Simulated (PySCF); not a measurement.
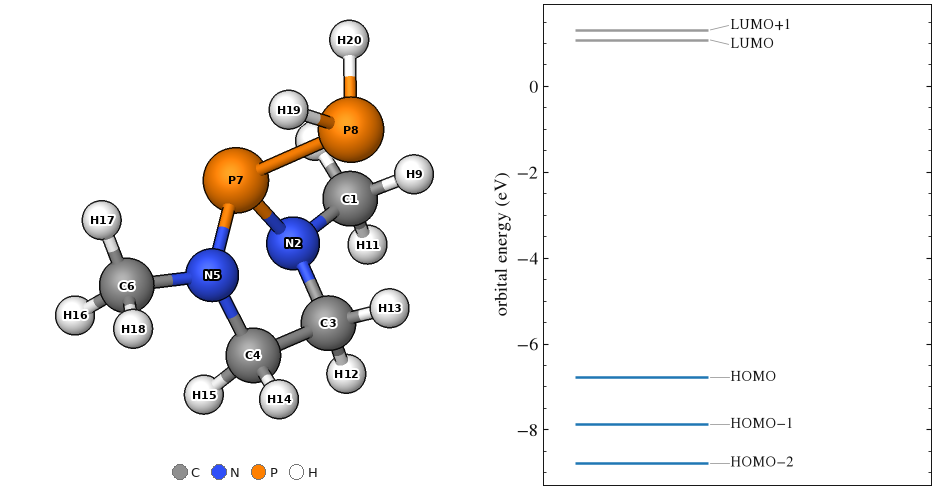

C₄H₁₂N₂P₂, SMILES CN1CCN(C)P1P. Kohn-Sham orbital energies near the frontier, CAM-B3LYP/def2-SVPD (IEF-PCM tetrahydrofuran) in PySCF, at a PBE0-D3(BJ)/def2-SVP geometry (no frequency check); empty levels in grey, levels within 0.03 eV side by side.

**Where do the frontier orbitals lie?**

HOMO at −6.79 eV, LUMO at 1.07 eV, 7.86 eV apart.

**How far below the HOMO does the next level lie?**

1.09 eV.

Note: one conformer of a flexible molecule; empty levels above zero depend strongly on the basis.
